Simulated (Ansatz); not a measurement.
CHB$_{2}$Si (doublet)

The calculation's input:

```
crystal:
  periodic: [false, false, false]
  atoms:
    - {symbol: C, position_ang: [-1.021668, 1.371317, 0.257194]}
    - {symbol: B, position_ang: [-1.447632, 1.212233, 1.639671]}
    - {symbol: B, position_ang: [-1.294054, -0.043173, 0.464605]}
    - {symbol: Si, position_ang: [-1.902253, -0.612923, 2.262006]}
    - {symbol: H, position_ang: [-0.698121, 2.100350, -0.479395]}
basis:
  gaussian:
    orbitals: def2-TZVPD
magnetization:
  spin_polarized: true
  initial_magnetization: 1
hamiltonian:
  xc: {name: PBE0}
output: {forces: true, orbitals: {seedname: orbitals}}
```

Run with:

```sh
ansatz run input.yaml --threads 1 --pin off --max-ram 2610MiB --events-out events.jsonl --progress --plain --runs-dir runs
```

Geometry: PBE0-D3(BJ)/pcseg-1.

Level of theory: isolated molecule in a Gaussian basis; Kohn-Sham density functional theory, functional PBE0 (Ansatz 0.2.0).

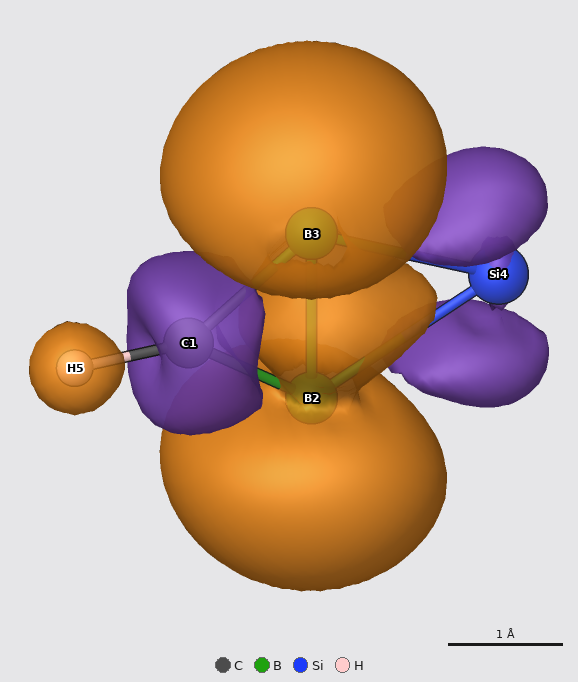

Figure 1. Isosurfaces of the spin density at +0.015 (orange) and −0.015 e/Å³ (purple), seen at a tilt.

Question: Which atoms carry the spin?

Answer: The unpaired spin (1 electron) lies mostly on B2 (about 0.5) and B3 (about 0.5), in electrons by Hirshfeld's partition.

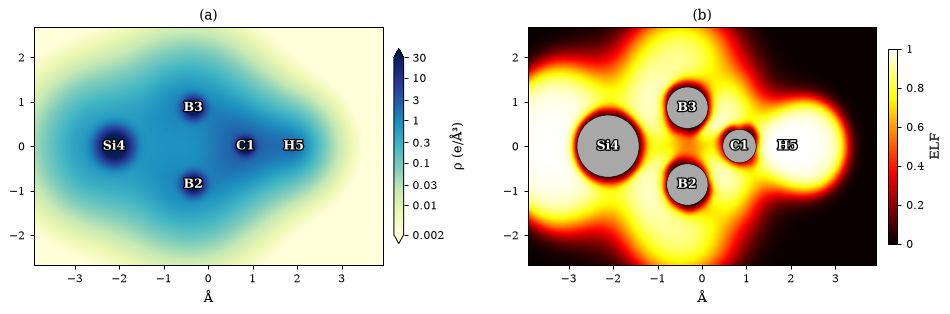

Figure 2. (a) total electron density; (b) electron localisation function on the molecular plane. Grey discs cover the atomic cores in the ELF map.

Question: Interpret the plot.

Answer:
- Atoms in the plane: C, B, Si and H.
- C–B (1.46 Å): the density is about 1.6 e/Å³ at the midpoint; the ELF peaks at about 0.90 between the atoms (a covalent bond).
- B–B (1.73 Å): the density is about 0.82 e/Å³ at the midpoint; the ELF reaches about 0.55 near the midpoint.
- Si–B (1.98 Å): the density is about 0.75 e/Å³ at the midpoint; the ELF peaks at about 0.90 between the atoms: a shared electron pair.
- C–H (1.09 Å): the density is about 2 e/Å³ at the midpoint; the ELF climbs to about 1 towards the hydrogen, as it does in any bond to H (a covalent bond by its length).
- The ELF also peaks beside Si4, away from the bonds: non-bonding electrons, paired or unpaired.

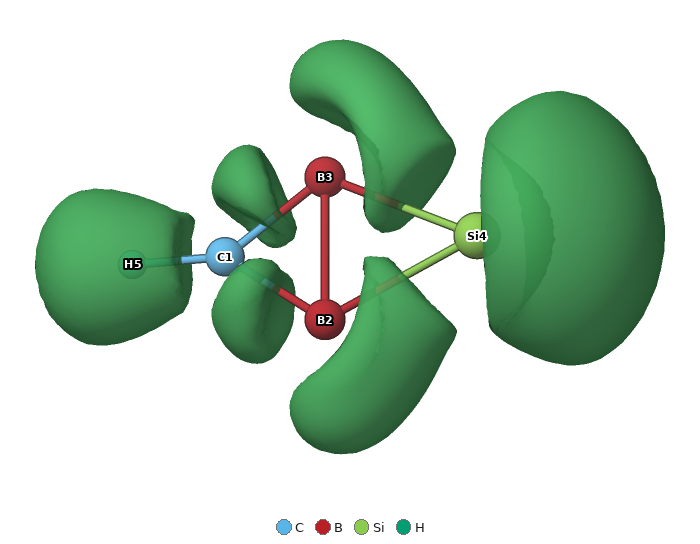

Figure 3. Isosurface of the ELF at 0.8 (green), seen at a tilt. Core shells and regions of very low density are left out.

Question: Identify the bonds, lone pairs and shells in this picture.

Answer: The surface consists of two regions between bonded B–C atoms (shared pairs), one region around a hydrogen nucleus, two regions on B in which the atom's valence shell and bonds are merged and one lobe on Si, pointing away from the bonds (non-bonding electrons).

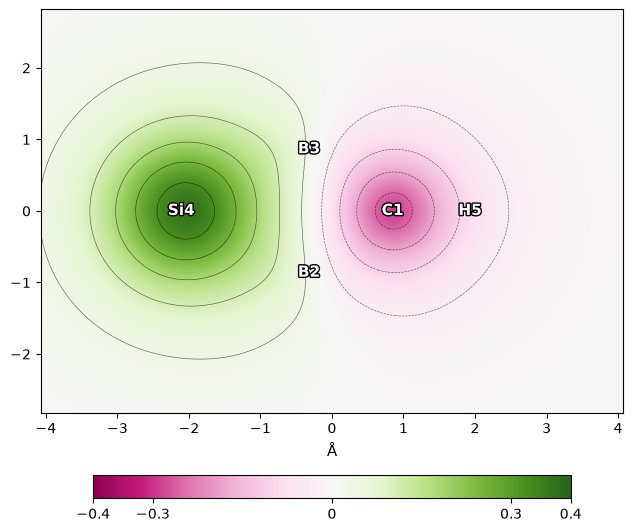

Figure 4. One frontier orbital on a plane 0.8 Å above the molecular plane (values in Å⁻³ᐟ²; the overall sign is arbitrary).

Question: Which orbital is it: HOMO (α) or LUMO (α)?

Answer: The LUMO (α), at −3.29 eV. It lies mainly on Si4 (about 65 %) and C1 (about 20 %); it changes sign across the molecular plane (π type); π-antibonding (a node) across C1–B2 and C1–B3.
